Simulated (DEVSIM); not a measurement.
Device: illuminated InP p-on-n cell, one wavelength, at 300 K.

```
layer (left to right)  material  thickness (μm)  Nd (cm⁻³)  Na (cm⁻³)   τn (s)   τp (s)  absorption coefficient (cm⁻¹)
---------------------  --------  --------------  ---------  ---------  -------  -------  -----------------------------
1                           InP          0.0670          -     1.3e18  9.2e-10  4.5e-10                          26000
2                           InP            5.80     1.3e17          -   9.3e-9   9.3e-9                          26000
```

Left contact: ohmic, minority electron recombination velocity 10 cm/s. Right contact: ohmic, minority hole recombination velocity 6e6 cm/s. Voltage is applied to the left contact. Recombination: SRH at mid-gap, radiative, Auger. Light enters at the left, 5.4e17 photons cm⁻² s⁻¹, one pass, no reflection. Mobility is μmin + (μ − μmin)/(1 + (N/Nref)^α).

The device is made up for the run: typed textbook-type constants, with dimensions and the other settings drawn at random. Values at 300 K.

| parameter | InP |
|---|---|
| gap (eV) | 1.344 |
| affinity (eV) | 4.38 |
| permittivity | 12.5 |
| Nc (cm⁻³) | 5.7e17 |
| Nv (cm⁻³) | 1.1e19 |
| μn (cm²/Vs) | 5200 |
| μp (cm²/Vs) | 170 |
| μn,min | 400 |
| μp,min | 10 |
| Nref,n | 3e17 |
| Nref,p | 4.9e17 |
| αn | 0.47 |
| αp | 0.62 |
| B (cm³/s) | 1.2e-10 |
| Cn (cm⁶/s) | 9e-31 |
| Cp (cm⁶/s) | 9e-31 |

DEVSIM, 1D drift-diffusion, Boltzmann statistics, complete ionisation; no tunnelling, impact ionisation, image-force lowering or self-heating.

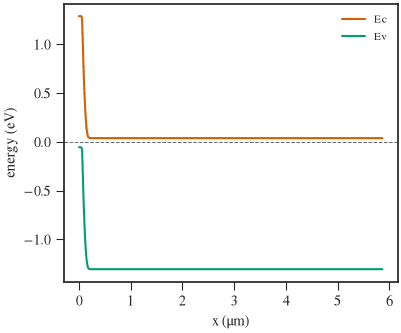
Fig. 1. Band edges at zero bias, in the dark

Energies count from the Fermi level of the right contact; mesh points crowd at the junctions.

| x (μm) | Ec (eV) | Ev (eV) | n (cm⁻³) | p (cm⁻³) | field (V/cm) |
|---|---|---|---|---|---|
| 0.000 | 1.289 | -0.055 | < 1e2 | 1.3e18 | ≈ 0 |
| 0.01386 | 1.289 | -0.055 | < 1e2 | 1.3e18 | ≈ 0 |
| 0.02975 | 1.289 | -0.055 | < 1e2 | 1.3e18 | -42 |
| 0.04629 | 1.288 | -0.057 | < 1e2 | 1.2e18 | -3500 |
| 0.06516 | 1.181 | -0.163 | < 1e2 | 2.0e16 | -180000 |
| 0.08058 | 0.889 | -0.455 | 670 | 2.5e11 | -180000 |
| 0.1067 | 0.492 | -0.852 | 3.1e9 | 54000 | -130000 |
| 0.1701 | 0.059 | -1.285 | 5.7e16 | < 1e2 | -16000 |
| 0.2582 | 0.038 | -1.306 | 1.3e17 | < 1e2 | -13 |
| 0.3929 | 0.038 | -1.306 | 1.3e17 | < 1e2 | ≈ 0 |
| 0.6353 | 0.038 | -1.306 | 1.3e17 | < 1e2 | ≈ 0 |
| 1.222 | 0.038 | -1.306 | 1.3e17 | < 1e2 | ≈ 0 |
| 2.038 | 0.038 | -1.306 | 1.3e17 | < 1e2 | ≈ 0 |
| 3.301 | 0.038 | -1.306 | 1.3e17 | < 1e2 | ≈ 0 |
| 4.590 | 0.038 | -1.306 | 1.3e17 | < 1e2 | ≈ 0 |
| 5.122 | 0.038 | -1.306 | 1.3e17 | < 1e2 | ≈ 0 |
| 5.437 | 0.038 | -1.306 | 1.3e17 | < 1e2 | ≈ 0 |
| 5.623 | 0.038 | -1.306 | 1.3e17 | < 1e2 | ≈ 0 |
| 5.756 | 0.038 | -1.306 | 1.3e17 | < 1e2 | ≈ 0 |
| 5.811 | 0.038 | -1.306 | 1.3e17 | < 1e2 | ≈ 0 |
| 5.844 | 0.038 | -1.306 | 1.3e17 | < 1e2 | ≈ 0 |
| 5.867 | 0.038 | -1.306 | 1.3e17 | < 1e2 | ≈ 0 |
